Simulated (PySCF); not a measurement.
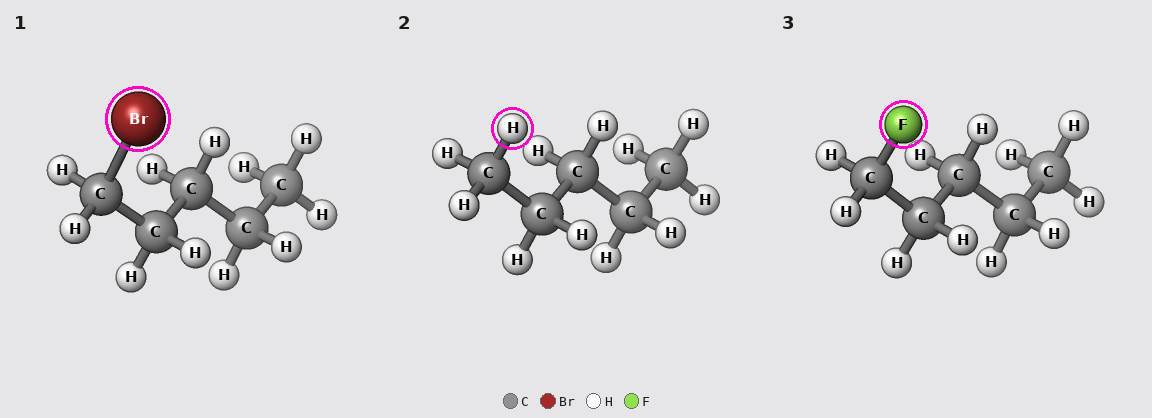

3 molecules with one skeleton, seen from the same side and at one scale; the atom that differs is circled. Each species is neutral and a spin singlet. Computed geometries: PBE0-D3(BJ)/def2-SVP optimisations, one conformation each. Properties computed with PySCF 2.14.0.

One atom differs, called X below: Br in panel 1, H in panel 2, F in panel 3. Their formulas are C5H11Br (`CCCCCBr`), C5H12 (`CCCCC`), C5H11F (`CCCCCF`).

### Rank them by the lowest vertical singlet excitation, lowest first (CAM-B3LYP/def2-SVPD).

1 (Br), 2 (H), 3 (F).

### Rank them by the HOMO–LUMO gap, lowest first (CAM-B3LYP/def2-SVPD).

1 (Br), 2 (H), 3 (F).

Give the values. With PBE0-D3(BJ)/def2-SVP: length of X–C (Å), mean angle X–C–H (°). With CAM-B3LYP/def2-SVPD: dipole moment (D), HOMO energy (Kohn–Sham orbital) (eV), HOMO–LUMO gap (eV), mean static polarisability (bohr³), lowest vertical singlet excitation (eV).

```tsv
quantity	1 (Br)	2 (H)	3 (F)
length of X–C (Å)	1.952	1.102	1.376
mean angle X–C–H (°)	105.4	107.4	108.1
dipole moment (D)	2.15	0.09	1.87
HOMO energy (Kohn–Sham orbital) (eV)	−9.14	−10.33	−10.46
HOMO–LUMO gap (eV)	10.00	11.82	11.88
mean static polarisability (bohr³)	84.7	64.5	64.5
lowest vertical singlet excitation (eV)	6.16	8.73	8.85
```
